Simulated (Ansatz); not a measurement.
Calculation on a (100) slab cut from Al (Fm-3m), of composition Al₃₆SnCl₄ (not the bulk's), ended by Al planes, 41 atoms in the cell, the whole at its places in the relaxed adsorbed structure; a = 8.45 Å, b = 8.45 Å, c = 26.63 Å, α = 90.00°, β = 90.00°, γ = 90.00°.

Method: DFT PBE+D3(BJ), scalar-relativistic, plane waves, PAW, no spin polarisation, 3×3×1 k mesh, 420 eV cutoff (Ansatz 0.2.0).

What does the potential across the slab give for the work function?

The work function is 5.04 eV at the right face and 4.30 eV at the left. The vacuum level is 0.74 eV higher at the right than at the left, so the slab carries a dipole along its normal; the ramp in the vacuum, at or near the edge of the plot, is the dipole correction that keeps each side flat. The outermost atoms are 10.1 Å apart, which leaves 16.5 Å of vacuum in a cell 26.6 Å high.

The atoms aren't at rest in this cell (largest force 0.6 eV/Å), so the relaxed material can differ.

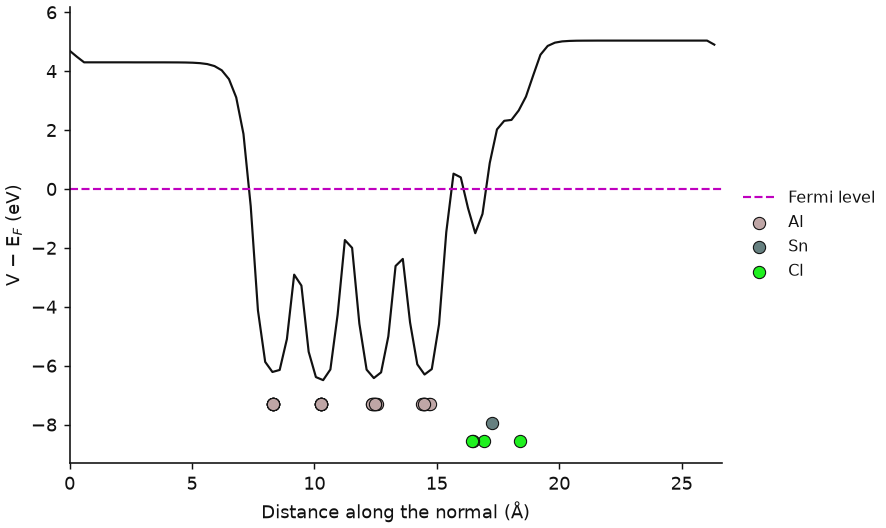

Plane-averaged electrostatic potential energy of an electron across the slab; circles at the bottom mark the heights of the atoms.
